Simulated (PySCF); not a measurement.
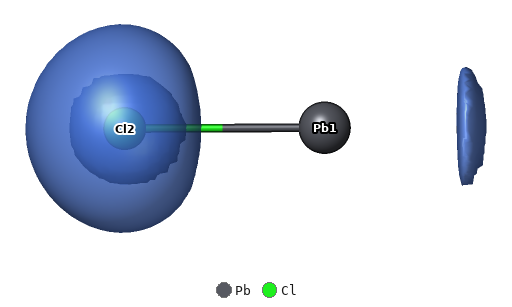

PbCl (charge +1). Isosurface of the electron localisation function at 0.75 (blue), seen from one side. Core shells and regions of very low density are left out.

Core potentials replace the inner electrons of Pb.

Computed with PBE0/def2-SVPD, non-relativistic Hamiltonian with scalar-relativistic core potentials where named, at a bond length of 2.403 Å in PySCF 2.14.0.

> Describe the localisation domains.

At this value the surface marks out one lobe on Pb, pointing away from the bonds (lone pairs) and one region wrapped around Cl (its valence shell).

Values along the shortest contacts:
Pb–Cl (2.40 Å): the ELF peaks at about 0.80 in the valence shell of Cl, 0.8 Å from its nucleus, and drops to about 0.20 between the two atoms.
